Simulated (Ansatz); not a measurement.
# Run report: CH$_{11}$NOSi$_{2}$, nudged elastic band (part 2 of 2)

The same run, continued: CH$_{11}$NOSi$_{2}$; RKS revPBE/6-31G* (Ansatz 0.2.0). It belongs to a series of runs on one base structure; here: band between the two ends.

Geometry of the input (Å):
```
Si -0.7979  0.1591  -2.2159
Si -0.5058  -2.0514  -1.4582
H  -0.5478  0.2413  -3.7025
H  -2.2234  0.6045  -1.9945
O  0.3055  1.1185  -1.3461
H  2.1373  0.4326  1.8883
N  1.3985  1.1451  1.8172
C  0.2909  0.7654  2.7137
H  -1.4530  -2.9484  -2.2073
H  0.8966  -2.5313  -1.7064
H  -0.8029  -2.1715  0.0101
H  0.2718  2.0705  -1.5652
H  1.0688  1.0956  0.8439
H  0.6426  0.7958  3.7609
H  -0.1629  -0.2395  2.5415
H  -0.5180  1.5135  2.6206
```

**Output, continued**
```
NEB iter  40: max|band force component| = 5.363e-2 eV/Å  barrier→ = 1.3258 eV  barrier← = 1.8415 eV  CI = image 4  Δτ_max = 0.0250 Å  (201 SCF iters)
the calculation of the forces begins
reference -20503.43943929 eV, -753.4875016637 hartree; 30, 30 occupied and 75, 75 virtual orbitals, 1394 factors
1394 factors; their error is unknown
mean field evaluation 2272: about -20501.7226 eV, gradient 2.1e-1 eV
mean field -20501.61250429 eV, -753.4203630405 hartree, gradient 9.3e-6 eV, S^2 0.000000; 1 other end points of the search recorded, 0 dependent functions left out
the calculation of the forces begins
reference -20501.61255712 eV, -753.4203649819 hartree; 30, 30 occupied and 75, 75 virtual orbitals, 1394 factors
NEB iter  41: max|band force component| = 4.805e-2 eV/Å  barrier→ = 1.3258 eV  barrier← = 1.8415 eV  CI = image 4  Δτ_max = 0.0000 Å  (398 SCF iters)
```

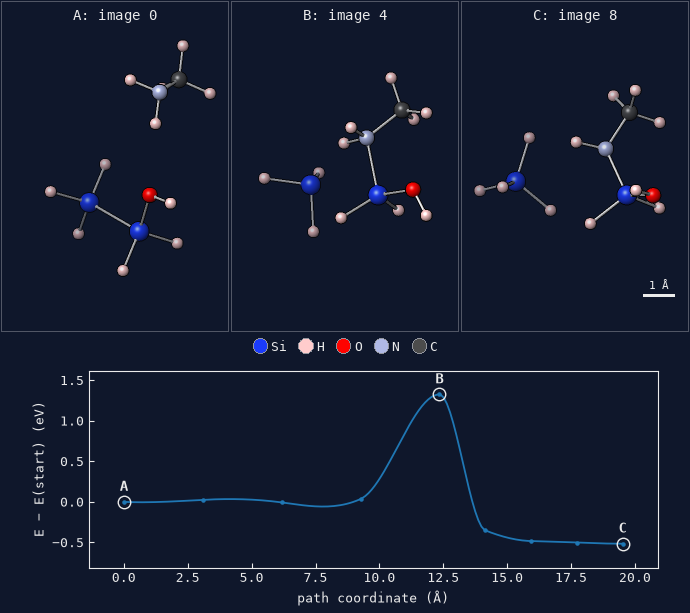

Figure 1. Images of the last band (counted from 0; ball-and-stick, seen at a tilt) above the energy along the path; the line is a cubic interpolation that uses the forces. The highest image is number 4, 1.326 eV above the start and 1.841 eV above the end (the climbing image); the end lies 0.516 eV below the start. The path is 19.52 Å long. The band converged in 41 iterations.

```
Total energy: -20501.61255712 eV, -753.4203649819 hartree
Atom 0 at    -0.272528     0.764767    -1.004229 Å, force     0.000161     0.001494     0.000766 eV/Å
Atom 1 at     0.023929    -2.426683    -0.676650 Å, force     0.000356     0.000673     0.000387 eV/Å
Atom 2 at     0.539119     0.337599    -2.178181 Å, force    -0.000205    -0.000115    -0.000294 eV/Å
Atom 3 at    -1.662140     0.239451    -0.893344 Å, force     0.000281    -0.001092    -0.000170 eV/Å
Atom 4 at    -0.263346     2.459981    -0.864892 Å, force     0.000115     0.001062    -0.001488 eV/Å
Atom 5 at     0.633828    -0.646715     0.474063 Å, force     0.000916     0.000883    -0.001475 eV/Å
Atom 6 at     0.677229     0.467821     0.609305 Å, force    -0.002378    -0.002777     0.004242 eV/Å
Atom 7 at     0.056936     0.975113     1.871416 Å, force     0.001046     0.000298    -0.002160 eV/Å
Atom 8 at    -0.717609    -2.476519    -2.010967 Å, force     0.000319    -0.000238     0.000034 eV/Å
Atom 9 at     1.230390    -3.308088    -0.975183 Å, force    -0.000334    -0.000014     0.000358 eV/Å
Atom 10 at    -0.840441    -3.348865     0.175000 Å, force     0.000160     0.000203    -0.000388 eV/Å
Atom 11 at    -0.754006     2.917964    -1.573452 Å, force    -0.000312     0.000272     0.000658 eV/Å
Atom 12 at     1.656144     0.783261     0.518331 Å, force     0.000042    -0.001092    -0.000798 eV/Å
Atom 13 at     0.702644     0.729465     2.728510 Å, force     0.000223    -0.000042     0.000036 eV/Å
Atom 14 at    -0.913525     0.469067     1.994636 Å, force    -0.000254     0.000193     0.000418 eV/Å
Atom 15 at    -0.096528     2.062381     1.805738 Å, force    -0.000138     0.000292    -0.000126 eV/Å
Dipole moment:     0.111209     1.437746     0.424321 e Å
this run last wrote the band of iteration 41 to [file]
```

**The last band as extended XYZ (Å, eV, eV/Å)**
```
16
Properties=species:S:1:pos:R:3:forces:R:3 image=0 energy=-20502.93826
Si   -0.7979    0.1591   -2.2159   -0.0039   0.0062  -0.0001
Si   -0.5058   -2.0514   -1.4582    0.0067  -0.0103   0.0038
H    -0.5478    0.2413   -3.7025   -0.0006  -0.0036   0.0101
H    -2.2234    0.6045   -1.9945    0.0081  -0.0021  -0.0021
O     0.3055    1.1185   -1.3461   -0.0081   0.0079  -0.0089
H     2.1373    0.4326    1.8883   -0.0278   0.0274  -0.0089
N     1.3985    1.1451    1.8172    0.0064  -0.0295   0.0088
C     0.2909    0.7654    2.7137   -0.0124  -0.0003  -0.0152
H    -1.4530   -2.9484   -2.2073    0.0013   0.0002   0.0006
H     0.8966   -2.5313   -1.7064   -0.0093   0.0021   0.0017
H    -0.8029   -2.1715    0.0101    0.0005   0.0035  -0.0103
H     0.2718    2.0705   -1.5652    0.0040  -0.0042   0.0048
H     1.0688    1.0956    0.8439    0.0109  -0.0033   0.0088
H     0.6426    0.7958    3.7609   -0.0039   0.0011  -0.0056
H    -0.1629   -0.2395    2.5415    0.0100   0.0252   0.0051
H    -0.5180    1.5135    2.6206    0.0179  -0.0204   0.0075
16
Properties=species:S:1:pos:R:3:forces:R:3 image=1 energy=-20502.91324
Si   -0.7557    0.1690   -1.7886    0.0043  -0.0028  -0.0024
Si   -0.0861   -2.0685   -1.4741    0.0007   0.0027  -0.0019
H    -1.3264    0.3419   -3.1752    0.0079  -0.0014  -0.0067
H    -1.8581    0.5331   -0.8246   -0.0064  -0.0006  -0.0128
O     0.6290    1.1326   -1.5673   -0.0068  -0.0098   0.0044
H     1.3131   -0.3988    1.7529    0.0040   0.0033   0.0059
N     1.2487    0.6257    1.7930    0.0180   0.0121   0.0084
C    -0.0090    1.0020    2.4627   -0.0026   0.0005   0.0034
H    -1.2415   -2.9729   -1.8048   -0.0024  -0.0013  -0.0022
H     1.0648   -2.4147   -2.3748   -0.0067  -0.0078  -0.0073
H     0.3233   -2.3342   -0.0529   -0.0009   0.0003  -0.0039
H     0.4916    2.0794   -1.7667   -0.0074   0.0056   0.0074
H     1.2200    0.9332    0.8124   -0.0050  -0.0046  -0.0021
H     0.0251    0.6616    3.5130   -0.0010  -0.0010   0.0051
H    -0.9493    0.6068    2.0131    0.0025   0.0008   0.0003
H    -0.0895    2.1036    2.4820    0.0017   0.0040   0.0044
16
Properties=species:S:1:pos:R:3:forces:R:3 image=2 energy=-20502.94523
Si   -0.6513    0.4290   -1.6333    0.0472   0.0035   0.0584
Si   -0.2860   -1.8348   -1.0782   -0.0001  -0.0042   0.0021
H    -1.2290    0.4415   -3.0372    0.0018   0.0145  -0.0166
H    -1.6904    1.0769   -0.7623   -0.0018  -0.0131   0.0224
O     0.7652    1.3820   -1.7095   -0.0017   0.0102   0.0010
H     1.5724   -0.0630    1.2003   -0.0149  -0.0053  -0.0201
N     0.7239    0.5087    1.1156   -0.0109  -0.0159  -0.0761
C     0.0020    0.5253    2.4019   -0.0018   0.0023  -0.0007
H    -1.1074   -2.7574   -1.9471   -0.0098   0.0157  -0.0028
H     1.1544   -2.1862   -1.3427    0.0220  -0.0055   0.0281
H    -0.5982   -2.1812    0.3490   -0.0182  -0.0260   0.0085
H     0.9437    1.6444   -2.6333   -0.0087   0.0071   0.0147
H     1.0494    1.4497    0.8699    0.0051   0.0095   0.0007
H     0.6087    0.8195    3.2859    0.0213   0.0179  -0.0192
H    -0.4105   -0.4801    2.5942   -0.0103   0.0048   0.0100
H    -0.8468    1.2256    2.3269   -0.0194  -0.0155  -0.0104
16
Properties=species:S:1:pos:R:3:forces:R:3 image=3 energy=-20502.90280
Si   -0.5870    0.3036   -1.1055   -0.0308  -0.0379   0.0121
Si   -0.0041   -2.0122   -1.2179    0.0057   0.0327  -0.0433
H    -1.1603    0.4634   -2.5168   -0.1206   0.0057  -0.0249
H    -1.8132    0.3782   -0.2319   -0.0130   0.0140   0.0405
O     0.3909    1.7271   -1.1175    0.0563  -0.0505  -0.0270
H     0.8744   -0.7207    1.1986    0.0135  -0.0071   0.0575
N     0.6418    0.2380    0.9150    0.0002  -0.0245   0.0132
C     0.0445    0.9727    2.0532   -0.0124   0.0122   0.0245
H    -0.7152   -2.6988   -2.3524    0.0113  -0.0189  -0.0346
H     1.4648   -2.3335   -1.3642    0.0147   0.0646  -0.0223
H    -0.4295   -2.7319    0.0450    0.0231   0.0482  -0.0072
H     0.1495    2.2259   -1.9245    0.0796  -0.0510  -0.0290
H     1.5153    0.6918    0.6231   -0.0085  -0.0104   0.0164
H     0.6781    0.9554    2.9606   -0.0086   0.0181   0.0164
H    -0.9334    0.5244    2.2908   -0.0071   0.0073   0.0168
H    -0.1165    2.0165    1.7445   -0.0033  -0.0024  -0.0092
16
Properties=species:S:1:pos:R:3:forces:R:3 image=4 energy=-20501.61250
Si   -0.2725    0.7648   -1.0042    0.0002   0.0015   0.0008
Si    0.0239   -2.4267   -0.6766    0.0004   0.0007   0.0004
H     0.5391    0.3376   -2.1782   -0.0002  -0.0001  -0.0003
H    -1.6621    0.2395   -0.8933    0.0003  -0.0011  -0.0002
O    -0.2633    2.4600   -0.8649    0.0001   0.0011  -0.0015
H     0.6338   -0.6467    0.4741    0.0009   0.0009  -0.0015
N     0.6772    0.4678    0.6093   -0.0024  -0.0028   0.0042
C     0.0569    0.9751    1.8714    0.0010   0.0003  -0.0022
H    -0.7176   -2.4765   -2.0110    0.0003  -0.0002   0.0000
H     1.2304   -3.3081   -0.9752   -0.0003   0.0000   0.0004
H    -0.8404   -3.3489    0.1750    0.0002   0.0002  -0.0004
H    -0.7540    2.9180   -1.5735   -0.0003   0.0003   0.0007
H     1.6561    0.7833    0.5183    0.0000  -0.0011  -0.0008
H     0.7026    0.7295    2.7285    0.0002   0.0000   0.0000
H    -0.9135    0.4691    1.9946   -0.0003   0.0002   0.0004
H    -0.0965    2.0624    1.8057   -0.0001   0.0003  -0.0001
16
Properties=species:S:1:pos:R:3:forces:R:3 image=5 energy=-20503.28979
Si   -0.1142    1.1792   -0.8952    0.0111   0.0407   0.0138
Si    0.1041   -2.9163   -0.6553    0.0028  -0.0446   0.0021
H     0.8029    0.5852   -1.9290    0.0128   0.0227   0.0196
H    -1.4433    0.4696   -0.8991    0.0155   0.0219   0.0085
O    -0.3526    2.8309   -1.1692   -0.0169   0.0264  -0.0326
H     0.4595   -1.6814    0.1143   -0.0137  -0.0964  -0.0369
N     0.6367    0.8961    0.6407   -0.0015   0.0388   0.0015
C    -0.0349    1.1188    1.9272    0.0043   0.0126   0.0022
H    -0.5335   -2.5431   -1.9621    0.0052  -0.0064   0.0084
H     1.3439   -3.7154   -0.9307    0.0038  -0.0388  -0.0022
H    -0.8620   -3.7485    0.1360   -0.0030  -0.0366   0.0013
H    -0.9819    3.0323   -1.8883   -0.0267   0.0159  -0.0222
H     1.6496    1.0154    0.6882    0.0030   0.0220   0.0056
H     0.5030    0.5942    2.7373   -0.0034  -0.0130  -0.0023
H    -1.0536    0.6948    1.8806   -0.0023   0.0223  -0.0052
H    -0.1235    2.1882    2.2048    0.0089   0.0125   0.0384
16
Properties=species:S:1:pos:R:3:forces:R:3 image=6 energy=-20503.42158
Si   -0.3216    1.3215   -0.9118   -0.0071   0.0024  -0.0037
Si    0.2203   -3.3700   -0.6691   -0.0002  -0.0057   0.0003
H     0.6745    0.8074   -1.9167   -0.0015   0.0025   0.0006
H    -1.5689    0.5048   -0.8159   -0.0013   0.0014   0.0001
O    -0.9305    2.8256   -1.3968    0.0054  -0.0053   0.0019
H     0.4757   -2.2265    0.2638    0.0014  -0.0064   0.0010
N     0.5252    1.1916    0.6004   -0.0001   0.0065   0.0021
C    -0.0671    1.3419    1.9328   -0.0006   0.0025  -0.0003
H    -0.5769   -2.8945   -1.8467    0.0008  -0.0038  -0.0002
H     1.5289   -3.9277   -1.1470    0.0019  -0.0059  -0.0020
H    -0.5432   -4.4440    0.0484    0.0007  -0.0062  -0.0011
H    -0.2362    3.4787   -1.6103    0.0017   0.0096   0.0025
H     1.5416    1.2873    0.5921   -0.0011   0.0021  -0.0021
H     0.4064    0.6501    2.6548   -0.0013   0.0002  -0.0005
H    -1.1387    1.0831    1.8820   -0.0008   0.0045   0.0002
H     0.0105    2.3708    2.3402    0.0021   0.0015   0.0012
16
Properties=species:S:1:pos:R:3:forces:R:3 image=7 energy=-20503.43938
Si   -0.4771    1.4010   -0.9830    0.0024  -0.0019   0.0002
Si    0.2834   -3.3832   -0.4812    0.0001  -0.0002   0.0021
H     0.3239    0.7317   -2.0672   -0.0022   0.0009  -0.0018
H    -1.8556    0.8508   -0.8138   -0.0021   0.0031  -0.0013
O    -0.7958    3.0147   -1.3842   -0.0061   0.0095  -0.0005
H     0.3797   -2.7837    0.8890   -0.0020  -0.0047   0.0064
N     0.4273    1.0458    0.4604   -0.0009   0.0004  -0.0032
C    -0.0197    1.3083    1.8327    0.0009  -0.0014  -0.0020
H    -0.8219   -2.7258   -1.2504   -0.0005   0.0020   0.0046
H     1.5833   -3.1882   -1.2047    0.0016   0.0056   0.0016
H     0.0015   -4.8523   -0.3612    0.0035  -0.0033  -0.0034
H     0.0000    3.5281   -1.6232    0.0053  -0.0035   0.0018
H     1.4404    0.9493    0.3754   -0.0009  -0.0030  -0.0007
H     0.3544    0.5299    2.5240   -0.0005  -0.0020  -0.0018
H    -1.1223    1.2765    1.8650   -0.0002   0.0001  -0.0013
H     0.2986    2.2970    2.2225    0.0016  -0.0016  -0.0008
16
Properties=species:S:1:pos:R:3:forces:R:3 image=8 energy=-20503.45397
Si   -0.6328    1.4946   -1.0441    0.0088   0.0012   0.0072
Si    0.3836   -3.2738   -0.2839   -0.0023  -0.0003  -0.0032
H    -0.1521    0.6529   -2.1948   -0.0023   0.0014  -0.0005
H    -2.0972    1.3797   -0.7719   -0.0003  -0.0012   0.0001
O    -0.4738    3.1422   -1.4024   -0.0049  -0.0017   0.0011
H     0.5829   -2.9505    1.1671   -0.0031  -0.0008   0.0019
N     0.2213    0.8374    0.3246   -0.0052   0.0018  -0.0044
C    -0.0309    1.1882    1.7277    0.0079   0.0017  -0.0027
H    -1.0120   -2.9214   -0.6984    0.0015   0.0009   0.0012
H     1.3706   -2.4995   -1.1062    0.0030   0.0003  -0.0033
H     0.6136   -4.7413   -0.4983    0.0015  -0.0008   0.0040
H     0.4197    3.3963   -1.7046    0.0031  -0.0016   0.0010
H     1.1589    0.4651    0.1633   -0.0076   0.0008   0.0028
H     0.1495    0.3197    2.3883    0.0001   0.0026  -0.0048
H    -1.0898    1.4769    1.8424    0.0022  -0.0028  -0.0037
H     0.5886    2.0336    2.0913   -0.0025  -0.0015   0.0032
```
